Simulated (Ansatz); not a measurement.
# Hypothetical diamond Re: pressure series

Base system: Re in the diamond structure (space group Fd-3m, No. 227; a = 5.651 Å; a hypothetical phase, not in the database extracts checked).

Cell and atoms are relaxed at each pressure.

Method: PBE, PAW, 420 eV (Ansatz, a first-principles code; no spin-orbit coupling).

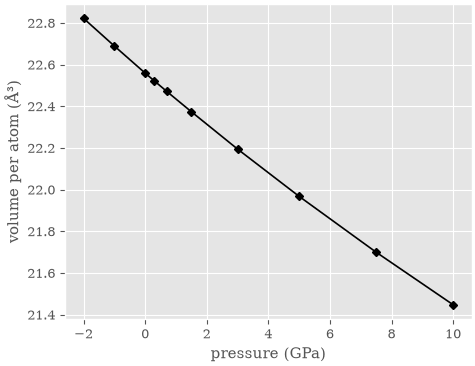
Figure. Volume per atom against pressure

**Question.** From the plot, what is the volume per atom for pressure 0.7 GPa?

**Answer.** About 22.5 Å³.

**Question.** Is the trend monotonic over the range shown?

**Answer.** Yes, it falls throughout, spanning 21.45 Å³ to 22.82 Å³.

Load acts through the strain it causes; cell and atoms are relaxed under it. Stability against distortions was not tested. No other phases were tried under pressure. All final runs are without spin polarisation.
